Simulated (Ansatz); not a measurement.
# G0W0 on several functionals: C2S3 (P2_1/c), part 2 of 2

Aim: G0W0 for C2S3 (P2_1/c) on several starting functionals, at one mesh, band count and screening cutoff.

Ansatz 0.2.0; G0W0 on several functionals, plane waves, PAW. Known limits of the many-body steps: not at the basis limit; coarse k mesh.

So far. Step 2 (G0W0 on LDA): The gap on the mesh goes from 1.52 eV to 2.71 eV, a correction of +1.18 eV. Between the two edge states, bare exchange in place of the xc potential would open the gap by 5.81 eV, and correlation takes back 4.63 eV.

In doubt: masses and optical values from hybrid runs of this build are listed as unsure (step 4), which bears on the screening that GW takes from such a start.

## 3. G0W0 on PBE

The same correction from a different start measures what one shot leaves open.

This step: G0W0 on PBE, plane waves, PAW; PAW set soft_1.

The input, input.yaml:

```yaml
crystal:
  lattice:
    - [5.805, 0.0, 0.0]
    - [0.0, 6.6377, 0.0]
    - [-3.5391430821, 0.0, 10.1819277854]
  atoms:
    - { symbol: C, position: [0.4275340412, 0.9956591813, 0.0389019337] }
    - { symbol: C, position: [0.5724659588, 0.4956591813, 0.4610980663] }
    - { symbol: C, position: [0.5724659588, 0.0043408187, 0.9610980663] }
    - { symbol: C, position: [0.4275340412, 0.5043408187, 0.5389019337] }
    - { symbol: C, position: [0.2857765633, 0.3123523348, 0.8947240389] }
    - { symbol: C, position: [0.7142234367, 0.8123523348, 0.6052759611] }
    - { symbol: C, position: [0.7142234367, 0.6876476652, 0.1052759611] }
    - { symbol: C, position: [0.2857765633, 0.1876476652, 0.3947240389] }
    - { symbol: S, position: [0.2143970329, 0.1860506622, 0.019479966] }
    - { symbol: S, position: [0.7856029671, 0.6860506622, 0.480520034] }
    - { symbol: S, position: [0.7856029671, 0.8139493378, 0.980520034] }
    - { symbol: S, position: [0.2143970329, 0.3139493378, 0.519479966] }
    - { symbol: S, position: [0.5239473935, 0.2046179098, 0.852551854] }
    - { symbol: S, position: [0.4760526065, 0.7046179098, 0.647448146] }
    - { symbol: S, position: [0.4760526065, 0.7953820902, 0.147448146] }
    - { symbol: S, position: [0.5239473935, 0.2953820902, 0.352551854] }
    - { symbol: S, position: [0.1369031152, 0.5137988273, 0.8191576789] }
    - { symbol: S, position: [0.8630968848, 0.0137988273, 0.6808423211] }
    - { symbol: S, position: [0.8630968848, 0.4862011727, 0.1808423211] }
    - { symbol: S, position: [0.1369031152, 0.9862011727, 0.3191576789] }
kpoints:
  mp_grid: { grid: [4, 2, 2] }
hamiltonian:
  xc: pbe
  pseudopotentials: { kind: paw, azcp: { folder: soft_1 } }
scf:
  occupations: { method: fixed }
gw:
  n_empty_bands: 1027
  ecut_chi: 110.0
  qp_bands: [v4, c4]
  qp_kpoints: band_edges
  screening: { model: contour_deformation }
```

On the command line:

```sh
$ ansatz run input.yaml --threads 2 --pin off --max-ram 92160MiB --backend cuda --events-out ev --progress --plain --runs-dir out --devices 1 --max-vram 13GiB
```

Numbers of over 12 decimals in the logs are rounded to 6 here.

The program printed:

```text
GPUs: using 1 of 1 available (devices: 1).
[...]
GPU FFT provider: cuFFT
GPU libraries: cuBLAS 13.8.2, cuFFT 12.4.0, cuSOLVER 12.3.4
Crystal: 20 atoms, lattice volume = 392.328 Å³
Basis set: ecut = 420 eV, 7669 PW (Γ)
Bands: 72, of which v1, the nominal top of the filled ones, is band 52 counted from 1 (51 counted from 0)
Symmetry: 4 space group operations
[...]
k-points: 12 of 16
[...]
GPU buffer pool allocated for 135000 grid points (all kernels)
[...]
SCF iter   1: F=—  HF=-12831.854391 eV  |F-HF|=—  |Δ(HF+E_count)|=         —  Δρ=6.93e-2  dr2=2.35e1  ethr=3.10e-3  ⟨swp⟩=5.0  Hψ=3668  notcnv=0  defer=206
[...]
SCF iter  10: F=-12825.503343 eV  HF=-12825.503343 eV  |F-HF|=1.78e-8  |Δ(HF+E_count)|=   4.41e-7  Δρ=1.84e-6  dr2=1.93e-8  ethr=9.62e-11  ⟨swp⟩=15.5  Hψ=5089  notcnv=0
SCF 1 converged in 10 iterations: F = -12825.503343 eV  dr2 = 1.93e-8
[...]
NSCF: frozen V_eff on 12 k-points
[...]
G₀W₀ screening: q 1/12
[... further progress lines ...]
[...]
SCF converged after 10 iterations
Free energy (F): -12825.503343 eV
[...]
Internal energy: -12825.503343 eV  (E = F + TS)
E sigma→0 (E₀):  -12825.503343 eV
Fermi energy:    3.708623 eV
[...]
--- Band table (eV; the first three rows and the last of 12) ---
  k-point 0: bands = [... 48 lower, 2.9785, 3.2736, 3.3390, 3.5288, 5.3001, 5.9294, 6.0126, 6.0954, ... 16 higher]
  k-point 1: bands = [... 48 lower, 3.1309, 3.1309, 3.5064, 3.5064, 5.5712, 5.5712, 6.1759, 6.1759, ... 16 higher]
  k-point 2: bands = [... 48 lower, 3.2054, 3.2054, 3.4980, 3.4980, 5.7342, 5.7342, 6.0934, 6.0934, ... 16 higher]
  k-point 11: bands = [... 48 lower, 2.9506, 2.9506, 3.4785, 3.4785, 5.4818, 5.4818, 5.7379, 5.7379, ... 16 higher]
[...]
0    49      2.9785   -17.8130     2.1907   -14.9044  0.7118     2.2376     2.2606  root
     0    50      3.2736   -16.5125     1.4576   -14.4550  0.7267     2.6634     2.6737  root
     0    51      3.3390   -17.9736     2.0961   -15.1518  0.7225     2.5943     2.6134  root
     0    52      3.5288   -16.7323     1.3396   -14.7792  0.7312     2.9063     2.9155  root
     0    53      5.3001    -9.7577    -3.3437   -13.7161  0.7375     5.9237     5.9146  root
     0    54      5.9294   -10.1356    -3.7509   -14.5535  0.7172     6.6145     6.5963  root
     0    55      6.0126    -9.6836    -3.9344   -14.3113  0.7262     6.7254     6.7059  root
     0    56      6.0954   -10.0876    -3.7577   -14.4859  0.7292     6.7528     6.7361  root
[...]
11    53      5.4818    -9.4394    -3.5510   -13.5983  0.7373     6.0996     6.0896  root
    11    54      5.4818    -9.4394    -3.5510   -13.5983  0.7373     6.0996     6.0896  root
    11    55      5.7379    -9.7125    -3.6541   -14.0239  0.7316     6.4087     6.3952  root
    11    56      5.7379    -9.7125    -3.6541   -14.0239  0.7316     6.4087     6.3952  root
```

It took 74 s on 1 × NVIDIA H100 80GB HBM3 (shared by 6 runs) with 2 threads of AMD EPYC 7R13 (Zen 3), shared host; peak memory 4.6 GiB; 2 min of CPU time.

This step gave:

| Property | Result |
| --- | --- |
| bands summed | 1079 |
| RPA ε∞ on this mesh (eigenvalues) | 4.109, 4.662, 5.043 |
| plane waves in the screening matrix | 1033 |
| q-points in the mesh | 16 |
| G0W0 gap on the mesh | 2.804 eV |
| k of the valence top | -0.5, 0, 0 |
| k of the conduction bottom | 0, 0, 0 |
| starting gap on the mesh | 1.591 eV |
| Z at the valence top | 0.7318 |
| Z at the conduction bottom | 0.7375 |
| least direct G0W0 gap on the computed points | 2.842 eV |

Against the run with 4×2×2 mesh, 1027 empty bands, screening to 110 eV, PAW set soft_1 files on LDA, the gap moves by +0.10 eV, while the start moved by +0.07 eV.

## 4. G0W0 on HSE06

This step: G0W0 on HSE06, plane waves, PAW; PAW set soft_1.

Edit input.yaml of step 3 so:

```diff
@@ -29,3 +29,3 @@
 hamiltonian:
-  xc: pbe
+  xc: hse06
   pseudopotentials: { kind: paw, azcp: { folder: soft_1 } }
```

The program printed:

```text
GPUs: using 1 of 1 available (devices: 1).
[...]
davidson cushion auto → on  (no smearing: the cushion is to keep the highest requested band from converging to the state above it; pin scf.eigensolver.cushion to override)
[...]
GPU FFT provider: cuFFT
GPU libraries: cuBLAS 13.8.2, cuFFT 12.4.0, cuSOLVER 12.3.4
Crystal: 20 atoms, lattice volume = 392.328 Å³
Basis set: ecut = 420 eV, 7669 PW (Γ)
[...]
0    55      6.3976    -9.4186    -3.6697   -13.6065  0.7707     6.9211     6.9158  root
     0    56      6.4257    -9.8075    -3.4983   -13.8049  0.7738     6.9295     6.9249  root
[...]
11    53      5.7739    -9.1173    -3.3655   -12.9576  0.7797     6.2521     6.2487  root
    11    54      5.7739    -9.1173    -3.3655   -12.9576  0.7797     6.2521     6.2487  root
    11    55      6.0654    -9.3855    -3.4602   -13.3565  0.7753     6.5805     6.5762  root
    11    56      6.0654    -9.3855    -3.4602   -13.3565  0.7753     6.5805     6.5762  root
[key lines of the parts left out:]
Free energy (F): -12830.806531 eV
Fermi energy:    3.239562 eV
```

Run time: 6.8 min. Hardware: 1 × NVIDIA H100 80GB HBM3 (shared by 6 runs) with 2 threads; peak memory 5.2 GiB; 9.1 min of CPU time.

This step gave:

```
bands summed                                 : 1079
RPA ε∞ on this mesh (eigenvalues)            : 3.444, 3.793, 4.180
plane waves in the screening matrix          : 1033
G0W0 gap on the mesh                         : 3.214 eV
k of the valence top                         : -0.5, 0, 0
k of the conduction bottom                   : 0, 0, 0
starting gap on the mesh                     : 2.323 eV
least direct G0W0 gap on the computed points : 3.253 eV
```

Against the run with 4×2×2 mesh, 1027 empty bands, screening to 110 eV, PAW set soft_1 files on PBE, the gap moves by +0.41 eV, while the start moved by +0.73 eV.

## 5. Side by side

All on the 4×2×2 mesh with 1027 empty bands and screening to 110 eV. Times are wall times on 1 × NVIDIA H100 80GB HBM3 (shared by 6 runs) with 2 threads of AMD EPYC 7R13 (Zen 3), shared host, good to a factor of about two.

```csv
start,starting gap (eV),shift (eV),G0W0 gap (eV),RPA ε∞ (harmonic mean),"Z (valence, conduction)",time
LDA,1.52,+1.18,2.71,4.85,"0.73, 0.74",72 s
PBE,1.59,+1.21,2.80,4.57,"0.73, 0.74",74 s
HSE06,2.32,+0.89,3.21,3.78,"0.77, 0.78",6.8 min
```

How the two edges are built up, in eV (the quasiparticle level is the starting level plus Σx plus Σc less Vxc):

```csv
run,edge,start,Σx,Σc,Vxc,Z,QP
LDA,valence top,3.49,-16.81,1.21,-15.14,0.73,3.03
LDA,conduction bottom,5.01,-9.69,-3.43,-13.84,0.74,5.74
PBE,valence top,3.71,-16.89,1.27,-15.02,0.73,3.11
PBE,conduction bottom,5.30,-9.76,-3.34,-13.72,0.74,5.91
HSE06,valence top,3.24,-16.89,1.12,-15.38,0.77,2.85
HSE06,conduction bottom,5.56,-9.40,-3.21,-13.12,0.78,6.07
```

For a hybrid start, Vxc holds its share of exact exchange.

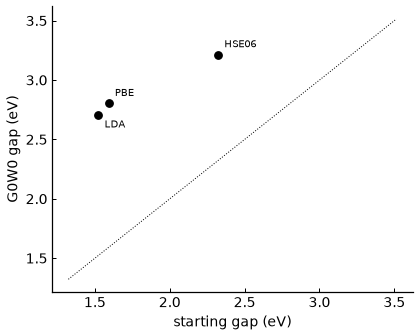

G0W0 gap against starting gap; on the dotted line the correction would vanish.

## 6. Outcome

| Property | Result |
| --- | --- |
| G0W0@LDA | 2.71 eV (start 1.52 eV) |
| G0W0@PBE | 2.80 eV (start 1.59 eV) |
| G0W0@HSE06 | 3.21 eV (start 2.32 eV) |
| known limits | not at the basis limit; coarse k mesh |

What this shows: The starting gaps span 0.80 eV and the G0W0 gaps 0.51 eV. Between LDA and HSE06, 0.51 eV of the 0.80 eV survives, 63 %. HSE06 screens less than LDA (ε∞ 3.78 against 4.85). Of the 0.51 eV by which its G0W0 gap is higher, the correlation part gives +0.30 eV, and exchange with the one-particle terms, which follow the orbitals, +0.21 eV. The smallest correction, +0.89 eV, is on HSE06, the start nearest to reproducing itself. Bands and cutoff are finite, so the gap is not at the basis limit. The miss can reach some tenths of an eV and take either sign; the mesh is an error of its own. The 4×2×2 mesh is coarse for this cell (its supercell is 13 Å along the shortest edge). The RPA ε∞ on it, from the LDA start, is 4.36, 4.95 and 5.34; such meshes misread the long-range screening, most where the gap is narrow.

[Paths, hosts, dates, memory and timing lines, banners, echoed tables and standing remarks are left out of the program output.]

[Logs are printed without paths, hosts, clocks, repeated set-up lines and the standing remarks that a program may print on its own settings, such as how far it seeks lower states.]

[Runs of the session that timed out or met a known fault of the program may be left out.]

[Cells called generated may have been cut or substituted from an entry of the Crystallography Open Database or the Materials Project.]

[Hosts, paths, dates, database ids (printed as entryN), source tags and the programs' standing remarks are cut or masked in the printed files.]
